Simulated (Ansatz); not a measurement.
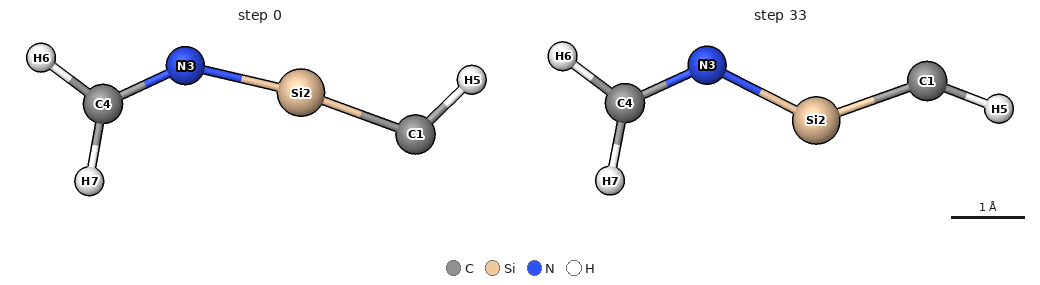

The structure of C2H3NSi before (left) and after (right) a relaxation, at one scale.

A ball-and-stick model, seen face on.

All numbers below come from RKS PBE0-D4/def2-TZVP in Ansatz. Set-up: force threshold 0.005 eV/Å; at most 200 steps.

Summarise the run.

Over 28 accepted moves (33 points after the start) the energy falls by 9.47 kcal/mol. Largest force component: 1.6 eV/Å at the start, 0.0015 eV/Å at the end. The line search rejected the trial steps at points 4, 9, 20, 27, 31 of the run. The atom that moves furthest after the best rigid fit is C1 (0.75 Å). By element the largest moves are C 0.75 Å, H 0.42 Å, Si 0.39 Å, N 0.02 Å. Some distances before and after: C1–Si2 1.712 → 1.644 Å, Si2–N3 1.666 → 1.718 Å, C1–H5 1.091 → 1.081 Å, C4–H6 1.086 → 1.094 Å. Bond angles that change, for instance: C1–Si2–N3 173.1° → 133.9°, Si2–C1–H5 115.9° → 139.6°, Si2–N3–C4 142.1° → 128.8°. Cost: 2.3 min on 2 threads of Intel Xeon Platinum 8175M @ 2.50GHz, with other jobs on the host.
